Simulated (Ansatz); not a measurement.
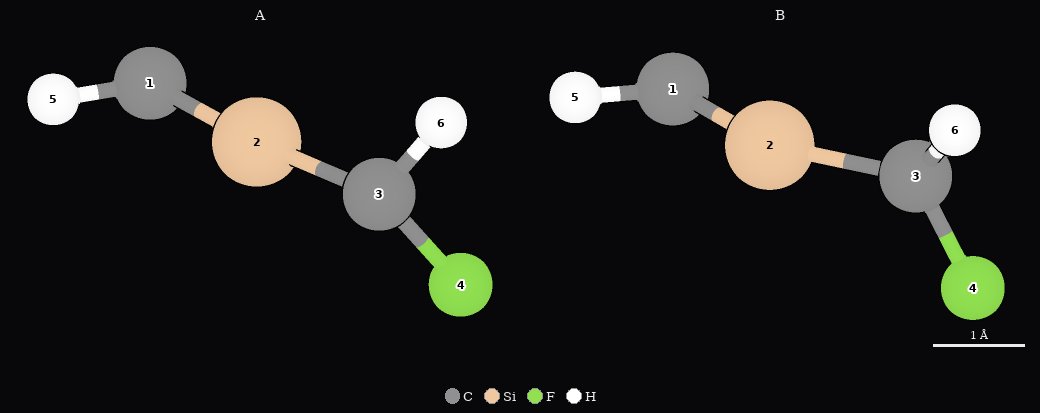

Two geometries of C2H2FSi (charge −1), drawn at one scale. One is the start of a relaxation, the other its converged end. The picture is a ball-and-stick view, seen at a tilt.

Method: RKS PBE0-D4/def2-TZVPD in Ansatz 0.2.0. Set-up: force threshold 0.005 eV/Å; at most 200 steps.

> Which of the two is the end point?

Structure B is the relaxed one. The energy falls by 28.5 kJ/mol in 11 accepted moves (17 points after the start). Largest force component: 1 eV/Å at the start, 0.0031 eV/Å at the end. The line search rejected the trial steps at points 1, 5, 10, 12, 14, 16 of the run. C3 moves most after the best rigid fit: 0.44 Å. Largest moves by element: C 0.44 Å, H 0.18 Å, Si 0.14 Å, F 0.12 Å. Some distances before and after: C3–F4 1.472 → 1.398 Å, Si2–C3 1.809 → 1.753 Å, C1–Si2 1.711 → 1.688 Å, C3–H6 1.109 → 1.087 Å. Bond angles that change, for instance: C1–Si2–C3 174.7° → 152.5°, Si2–C3–H6 115.4° → 123.0°, Si2–C3–F4 115.6° → 122.5°. Cost: 60 s on 2 threads of Intel Xeon Platinum 8259CL @ 2.50GHz (shared host).
